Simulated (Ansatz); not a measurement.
# Ligand exchange: C6H10 + C2H5AlF2 → C5H7F + C3H8AlF

Species: C6H10 (3-methylcyclopentene) `CC1C=CCC1`, singlet; C2H5AlF2 `C[CH2][Al]([F])[F]`, singlet; C5H7F `FC1C=CCC1`, singlet; C3H8AlF `C[CH2][Al]([CH3])[F]`, singlet. The partners trade CH3 for F: C–CH3 and Al–F bonds give way to C–F and Al–CH3.

Shapes, held fixed at every level: PBE0-D4/def2-TZVP. Flexible molecules stand in one conformer, not always the lowest. Programs: Ansatz 0.2.0. Electronic energies: no zero-point or thermal term.

```
               level                    kind  ΔE (kJ/mol)  less CCSD(T)/CBS estimate
    SPW92/def2-TZVPP                     LDA       +193.5                      -24.3
r2SCAN-D4/def2-TZVPP                meta-GGA       +203.1                      -14.7
 BHLYP-D4/def2-TZVPP           global hybrid       +210.3                       -7.5
  wB97X-V/def2-TZVPP  range-separated hybrid       +202.8                      -15.0
   B2PLYP/def2-TZVPP           double hybrid       +210.6                       -7.2
    CCSD(T)/def2-SVP   coupled cluster or CI       +220.5                       +2.7
       CCSD/def2-SVP   coupled cluster or CI       +220.8                       +3.0
CCSD(T)/CBS estimate   coupled cluster or CI       +217.8                        0.0
```

The highest level, CCSD(T)/CBS estimate, gives ΔE = +217.8 kJ/mol; the levels span +193.5 to +220.8. The column of differences is taken from that level and isn't an error. No measured value is set beside it here. The CBS estimate extrapolates MP2 from def2-TZVPP and def2-QZVPP and adds CCSD(T) − MP2 in the triple-zeta set, cores frozen.

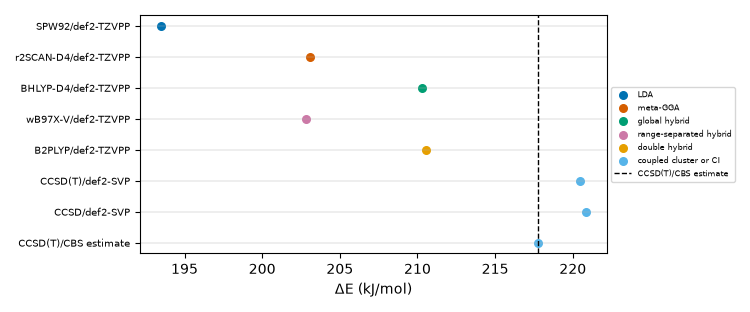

The values of the table, level by level.
